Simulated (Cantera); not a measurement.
Charge: 1 mol AlBr₃, 1.9 mol NH₃, 1.8 mol N₂, 1.2 mol H₂O, equilibrated at 0.00270 bar.

Equilibrium computed with Cantera from the NASA thermochemical tables; the gas is ideal and each condensed phase is pure. Candidate condensed phases: Al, AlBr₃, AlN, Al₂O₃, Br₂, H₂O; 41 gas species. The tables' values for AlOH are old estimates; treat these amounts as uncertain. The numbers say what is thermodynamically allowed, not how fast it happens.

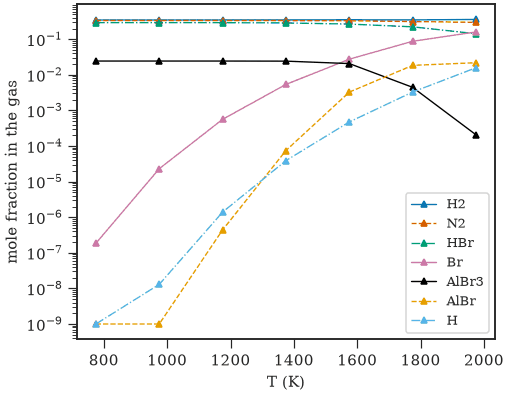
Figure. Equilibrium gas composition (values under 1e-9 drawn at 1e-9)

From 775 K to 1975 K the condensed part is Al₂O₃(s). The main Al-bearing gas is AlBr₃ at 775 K and AlBr at 1975 K.
